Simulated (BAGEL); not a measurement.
# GaH2OF (SMILES [OH][GaH][F]), step by step

Aim: the energy (HF/def2-SVP), then the energy (NEVPT2(2,2)/def2-SVP), then the energy (CASPT2(2,2)/def2-SVP) of GaH2OF. 

The calculation is run with BAGEL 1.2.2.

2 further runs of the same task are left out: 2 set aside as unsound or not needed.

### 1 The structure to begin with

The species is GaH2OF (5 atoms), meant as a singlet with charge 0. As SMILES, `[OH][GaH][F]`. The Ga2–H5 distance was set to 2.936 Å, away from the relaxed value. At this shape a bond of the SMILES string is far longer than usual.

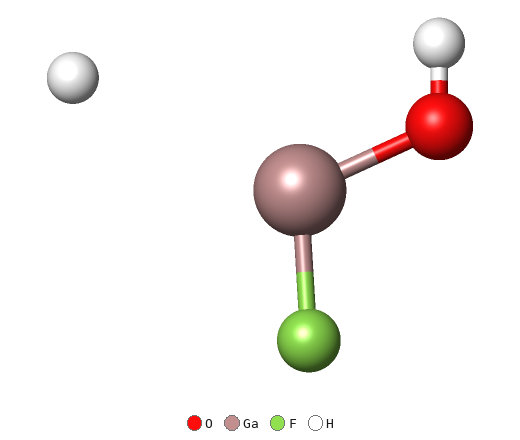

Viewed from a chosen angle; oxygen red, gallium pink, fluorine green, hydrogen white.

### 2 A single-point energy at HF/def2-SVP (density fitting with svp-jkfit) (run 1)

Input file calc.json:

```json
{ "bagel": [

{
  "title": "molecule",
  "basis": "svp",
  "df_basis": "svp-jkfit",
  "angstrom": true,
  "geometry": [
    { "atom": "O", "xyz": [      -2.197185,      -0.225905,      -1.098581 ] },
    { "atom": "Ga", "xyz": [      -0.683085,       0.643295,      -0.799181 ] },
    { "atom": "F", "xyz": [      -0.628485,       2.140595,      -1.695981 ] },
    { "atom": "H", "xyz": [      -2.277385,      -1.057905,      -0.627581 ] },
    { "atom": "H", "xyz": [       1.569000,      -0.122600,       0.920900 ] }
  ]
},

{ "title": "hf" },

{ "title": "print", "file": "orbitals.molden", "orbitals": true }

]}
```

Command:

```sh
$ BAGEL_NUM_THREADS=1 BAGEL calc.json > calc.out
```

The program printed:

```text
* using 1 threads per process

  ===============================================================
  ===============================================================

  *** Geometry ***

  { "atom" : "O", "xyz" : [     -4.152078,     -0.426899,     -2.076017 ] },
  { "atom" : "Ga", "xyz" : [     -1.290844,      1.215651,     -1.510233 ] },
  { "atom" : "F", "xyz" : [     -1.187665,      4.045138,     -3.204940 ] },
  { "atom" : "H", "xyz" : [     -4.303634,     -1.999151,     -1.185956 ] },
  { "atom" : "H", "xyz" : [      2.964980,     -0.231680,      1.740249 ] },

  Number of auxiliary basis functions:      456

  Since a DF basis is specified, we compute 2- and 3-index integrals:
    o Being stored without compression. Storage requirement is 0.018 GB

  Number of basis functions:       70
  Number of electrons      :       50

    * METHOD: MOLECULE                             0.20

  *** RHF ***

  === Nuclear Repulsion ===
   192.3344181678

      * DIIS with orbital gradients will be used.

  === RHF iteration (svp) ===
      0      -2097.91587519          0.02840809           0.06
      1      -2098.03801689          0.02462362           0.05
      2      -2098.23798394          0.00172383           0.05
[... 12 lines of this table left out ...]
     15      -2098.24069704          0.00000001           0.05
    * SCF iteration converged.

    * Permanent dipole moment:
           (    0.219979,     0.894866,    -0.432431) a.u.

    * METHOD: HF                                   1.03

    * METHOD: PRINT                                0.01

  ===============================================================
```

Wall time 1.6 s (1 thread of Intel Xeon 6975P-C (Granite Rapids), shared host); peak memory 0.14 GiB.

### 3 A single-point energy at NEVPT2(2,2)/def2-SVP (density fitting with svp-jkfit) (run 2)

Input file input.json:

```json
{ "bagel" : [

{
  "title" : "molecule",
  "basis" : "svp",
  "df_basis" : "svp-jkfit",
  "angstrom" : "true",
  "geometry" : [
    { "atom" : "O", "xyz" : [      -2.197185,      -0.225905,      -1.098581 ] },
    { "atom" : "Ga", "xyz" : [      -0.683085,       0.643295,      -0.799181 ] },
    { "atom" : "F", "xyz" : [      -0.628485,       2.140595,      -1.695981 ] },
    { "atom" : "H", "xyz" : [      -2.277385,      -1.057905,      -0.627581 ] },
    { "atom" : "H", "xyz" : [       1.569000,      -0.122600,       0.920900 ] }
  ]
},

{
  "title" : "hf"
},

{
  "title" : "nevpt2",
  "nstate" : 1,
  "nact" : 2,
  "nclosed" : 24,
  "nspin" : 0,
  "active" : [25, 29],
  "maxiter" : 200,
  "natocc" : "true",
  "ncore" : 11
},

{
  "title" : "print",
  "file" : "orbitals.molden",
  "orbitals" : "true"
}

]}
```

Command:

```sh
$ BAGEL_NUM_THREADS=1 BAGEL input.json > input.out
```

The program printed:

```text
* using 1 threads per process

  ===============================================================
  ===============================================================

  *** Geometry ***

[... 29 lines left out ...]
    * SCF iteration converged.
[... 1 line left out ...]
    * Permanent dipole moment:
[... 28 lines left out ...]
    * Second-order optimization converged. *
[... 9 lines left out ...]
     * ci vector, state   0, <S^2> = 0.0000
       2.     0.9039539671
       .2    -0.4276297760

  === DF-NEVPT2 calculation ===

    * 3-index integral transformation done
    * assembly done

      NEVPT2 correlation energy:   -0.5705457534      0.11

          (+0)     -0.5356384924
          (+0)'    -0.0029279866
          (+1)     -0.0163931550
          (+1)'    -0.0000000000
          (+2)     -0.0001831153
          (-1)     -0.0140824029
          (-1)'     0.0000000000
          (-2)     -0.0013206012

      NEVPT2 total energy:       -2098.8742102312

    * METHOD: NEVPT2                               3.51

    * METHOD: PRINT                                0.01

  ===============================================================
```

It took 5.4 s on 1 thread of Intel Xeon 6975P-C (Granite Rapids), shared host; peak memory 0.14 GiB.

### 4 The energy at CASPT2(2,2)/def2-SVP (density fitting with svp-jkfit) (run 3)

Input file calc.json:

```json
{ "bagel" : [

{
  "title" : "molecule",
  "basis" : "svp",
  "df_basis" : "svp-jkfit",
  "angstrom" : true,
  "geometry" : [
    { "atom" : "O", "xyz" : [   -2.197185,   -0.225905,   -1.098581 ] },
    { "atom" : "Ga", "xyz" : [   -0.683085,    0.643295,   -0.799181 ] },
    { "atom" : "F", "xyz" : [   -0.628485,    2.140595,   -1.695981 ] },
    { "atom" : "H", "xyz" : [   -2.277385,   -1.057905,   -0.627581 ] },
    { "atom" : "H", "xyz" : [    1.569000,   -0.122600,    0.920900 ] }
  ]
},
{ "title" : "hf" },
{ "title" : "casscf", "nstate" : 1, "nact" : 2, "nclosed" : 24, "nspin" : 0, "active" : [25, 29], "maxiter" : 200, "natocc" : true },
{ "title" : "print", "file" : "orbitals.molden", "orbitals" : true },
{ "title" : "smith", "method" : "caspt2", "ms" : true, "xms" : true, "sssr" : true, "shift" : 0.2, "shift_imag" : true, "ncore" : 11 }

]}
```

Command:

```sh
$ BAGEL_NUM_THREADS=1 BAGEL calc.json > calc.out
```

The program printed:

```text
* using 1 threads per process

  ===============================================================
  ===============================================================

  *** Geometry ***

[... 31 lines left out ...]
    * Permanent dipole moment:
[... 37 lines left out ...]
     * ci vector, state   0, <S^2> = 0.0000
[... 21 lines left out ...]
       #      aibj      arbs      arbi      airj      risj      airs      arst      rist         Etot      error   time
[... 8 lines left out ...]
      ------------------------------------------------------------------------------------------------------------------

    * CASPT2 energy : state  0    -2098.8777002862
        w/o shift correction      -2098.8759403201
        reference weight              0.8785348861

    * METHOD: SMITH                                0.49

  ===============================================================
```

Run time: 5.7 s. Hardware: 1 thread of Intel Xeon 6975P-C (Granite Rapids), shared host; peak memory 0.14 GiB.

### 5 Results

| quantity | value |
| --- | --- |
| run 1, HF/def2-SVP: total energy | -2098.24070 Eh |
| run 1, HF/def2-SVP: dipole moment | 2.59 D |
| run 1, HF/def2-SVP: HOMO energy | -9.47 eV |
| run 1, HF/def2-SVP: LUMO energy | -1.08 eV |
| run 1, HF/def2-SVP: HOMO–LUMO gap | 8.39 eV |
| run 2, NEVPT2(2,2)/def2-SVP: total energy | -2098.87421 Eh |
| run 3, CASPT2(2,2)/def2-SVP: total energy | -2098.87770 Eh |
